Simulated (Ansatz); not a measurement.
# U-revPBE/3-21G run of [BH3]− (SMILES [BH3-])

Aim: the energy change on altering one bond length of [BH3]− at U-revPBE/3-21G, from 2 runs. 

The calculation is run with Ansatz 0.2.0.

2 further runs of the same task are left out: 2 set aside as unsound or not needed.

## (1) The structure to begin with

The species is [BH3]− (4 atoms), meant as a doublet with charge -1. As SMILES, `[BH3-]`. Geometry: relaxed at GFN2-xTB.

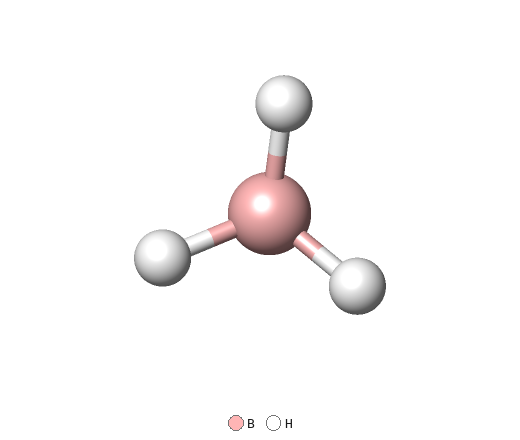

The structure, seen from a chosen angle (boron pink, hydrogen white).

## (2) The energy at U-revPBE/3-21G

Input file run.yaml:

```yaml
crystal:
  periodic: [false, false, false]
  atoms:
    - {symbol: B, position_ang: [0.150430, -0.037330, -0.233800]}
    - {symbol: H, position_ang: [0.917080, 0.452560, 0.628490]}
    - {symbol: H, position_ang: [-0.279230, -1.161080, 0.118390]}
    - {symbol: H, position_ang: [-0.788270, 0.745860, -0.513080]}
basis:
  gaussian: {orbitals: 3-21G.json}
total_charge: -1
magnetization: {spin_polarized: true, initial_magnetization: 1}
accuracy: high
hamiltonian: {xc: {name: revPBE}}
```

The basis set 3-21G is read from a file made from the Basis Set Exchange's data (not shown).

Started as:

```console
$ ansatz run run.yaml --threads 1 --pin off --max-ram 2610MiB --events-out events.jsonl --progress --plain --runs-dir runs
```

What it wrote:

```text
Warning: RAYON_NUM_THREADS=1 ignored (pool sized by the plan → 1); use --threads N
Functional definition: revPBE
  name "revPBE"
  parameter kappa = 1.245
  parameter beta = 0.06672455060314922
  exchange = pbe_x(kappa = kappa, mu = beta*pi^2/3)
  correlation = pbe_c(beta = beta)
294 factors; integrals over basis functions are off by at most 2.6e-9 eV
mean field evaluation 1: about -718.6867 eV, gradient 3.2e0 eV
mean field evaluation 2: about -718.7579 eV, gradient 1.8e0 eV
mean field evaluation 4: about -718.7808 eV, gradient 7.7e-2 eV
mean field evaluation 8: about -718.7565 eV, gradient 5.1e-4 eV
mean field evaluation 16: about -718.7565 eV, gradient 1.7e-8 eV
mean field -718.75652387 eV, -26.4138150616 hartree, gradient 1.7e-8 eV, S^2 0.753047; 0 other end points of the search recorded, 0 dependent functions left out
reference -718.75652628 eV, -26.4138151501 hartree; 5, 4 occupied and 10, 11 virtual orbitals, 294 factors
Total energy: -718.75652628 eV, -26.4138151501 hartree
```

Run time: 0.77 s. Hardware: 1 thread of Arm Neoverse V1, shared host; peak memory 0.1 GiB.

## (3) The distorted shape at the same level

Input file run.yaml:

```yaml
crystal:
  periodic: [false, false, false]
  atoms:
    - {symbol: B, position_ang: [0.257854, 0.243631, -0.321855]}
    - {symbol: H, position_ang: [1.024504, 0.733521, 0.540435]}
    - {symbol: H, position_ang: [-0.279230, -1.161080, 0.118390]}
    - {symbol: H, position_ang: [-0.680846, 1.026821, -0.601135]}
basis:
  gaussian:
    orbitals: 3-21G.json
total_charge: -1
magnetization:
  spin_polarized: true
  initial_magnetization: 1
hamiltonian:
  xc: {name: revPBE}
accuracy: high
```

The basis set 3-21G is read from a file made from the Basis Set Exchange's data (not shown).

Started as:

```console
$ ansatz run run.yaml --threads 1 --pin off --max-ram 2610MiB --events-out events.jsonl --progress --plain --runs-dir runs
```

What it wrote, shortened:

```text
Warning: RAYON_NUM_THREADS=1 ignored (pool sized by the plan → 1); use --threads N
[... 6 set-up lines as earlier in the session ...]
294 factors; integrals over basis functions are off by at most 2.6e-9 eV
mean field evaluation 1: about -718.1432 eV, gradient 2.8e0 eV
mean field evaluation 2: about -718.2078 eV, gradient 1.3e0 eV
mean field evaluation 4: about -718.2230 eV, gradient 9.8e-2 eV
mean field evaluation 8: about -718.2025 eV, gradient 1.8e-3 eV
mean field evaluation 16: about -718.2025 eV, gradient 1.2e-7 eV
mean field -718.20251239 eV, -26.3934555151 hartree, gradient 5.1e-8 eV, S^2 0.753766; 0 other end points of the search recorded, 0 dependent functions left out
reference -718.20251479 eV, -26.3934556033 hartree; 5, 4 occupied and 10, 11 virtual orbitals, 294 factors
Total energy: -718.20251479 eV, -26.3934556033 hartree
```

It took 0.79 s on 1 thread of Arm Neoverse V1, shared host; peak memory 0.1 GiB.

## (4) Summary of results

Level: U-revPBE/3-21G.

| quantity | value |
| --- | --- |
| first shape: total energy | -26.41382 Eh |
| first shape: ⟨S²⟩ | 0.753 |
| distorted shape: total energy | -26.39346 Eh |
| distorted shape: ⟨S²⟩ | 0.754 |
| energy change with the B1–H3 bond stretched from 1.254 to 1.567 Å | 0.554 eV |

In words: With the B1–H3 bond stretched from 1.254 to 1.567 Å the energy rises by 0.55 eV (12.8 kcal/mol). The first shape isn't relaxed at this level, so the change isn't measured from a minimum.
